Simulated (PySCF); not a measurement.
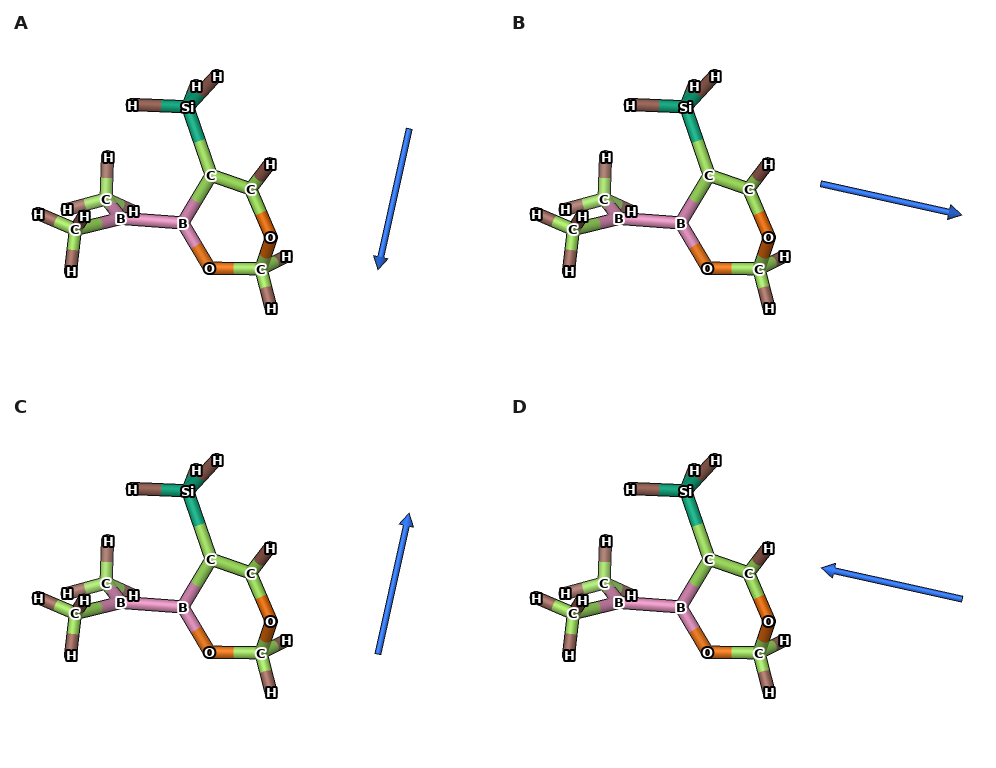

The same molecule four times, each with an arrow. The geometry was computed by an optimisation with GFN2-xTB. No frequency run is at hand to confirm it as a minimum. Properties computed with PBE0/pcSseg-1, gas phase (PySCF 2.14.0).

Which arrow points along the dipole moment, from the negative to the positive end?

B. The dipole moment is 0.96 D.

The geometry is semi-empirical. Around B, Si such bond lengths and angles can be off by a tenth of an ångström or more and by several degrees, and values that hang on the shape move with them.
